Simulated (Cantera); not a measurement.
Feed: 1 mol n-butane, 21 mol H2, 7.6 mol N2, equilibrated at 13300 Pa.

These are equilibrium values from Cantera (NASA tables, ideal gas, pure condensed phases), not measurements of a reactor. Candidate condensed phases: C, C6H6, C7H8, C8H18; 92 gas species. Rates play no part.

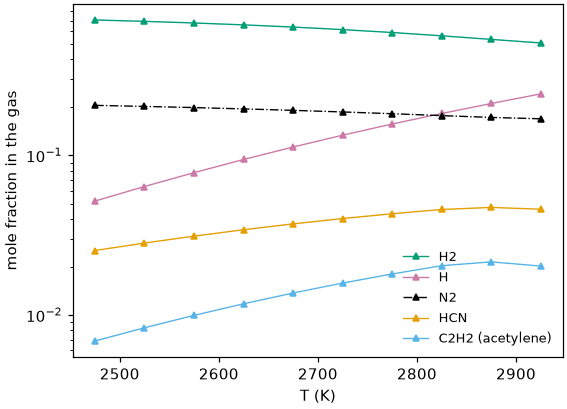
Figure: Equilibrium gas composition (values under 1e-9 drawn at 1e-9)

Read off the mole fractions at 2725 K.

H2 about 0.62, N2 about 0.19, H about 0.13, HCN about 0.040, C2H2 (acetylene) about 0.016.
